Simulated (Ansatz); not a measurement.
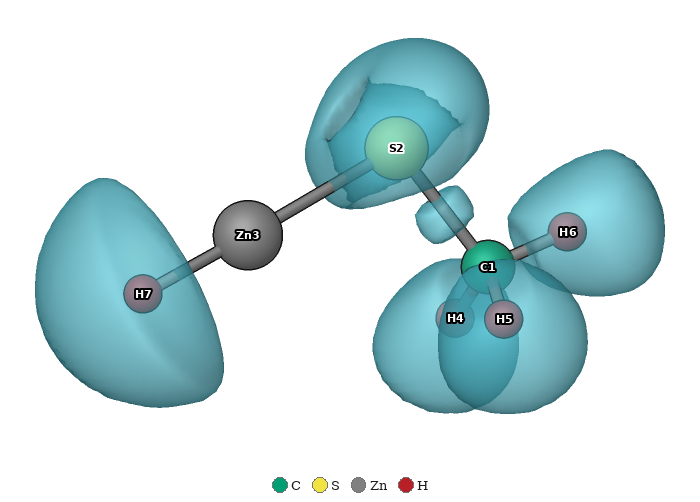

Figure. CH₄SZn (SMILES C[S][ZnH]). Isosurface of the ELF at 0.8 (cyan), seen at a tilt. Core shells and regions of very low density are left out.

Computed with RKS BLYP/def2-SVP in Ansatz 0.2.0.

```yaml
atoms:
  - { symbol: C, position_ang: [-1.0142, 0.6671, -0.2807] }
  - { symbol: S, position_ang: [-0.0428, -0.0587, 1.1406] }
  - { symbol: Zn, position_ang: [1.6015, -1.0394, 0.0448] }
  - { symbol: H, position_ang: [-1.4243, -0.1163, -0.9465] }
  - { symbol: H, position_ang: [-0.4146, 1.3836, -0.8744] }
  - { symbol: H, position_ang: [-1.8625, 1.2173, 0.1697] }
  - { symbol: H, position_ang: [2.7639, -1.7339, -0.6948] }
```

What do the ELF domains correspond to?

Answer. The ELF exceeds this value in one region between bonded C–S atoms (shared pairs), four regions around hydrogen nuclei and one region wrapped around S (its valence shell). Along the contacts the grid gives the following. C–S (1.87 Å): the ELF peaks at about 0.90 between the atoms; a covalent bond. Zn–S (2.21 Å): the ELF peaks at about 0.85 in the valence shell of S, 0.9 Å from its nucleus, and is about 0.60 at the midpoint.
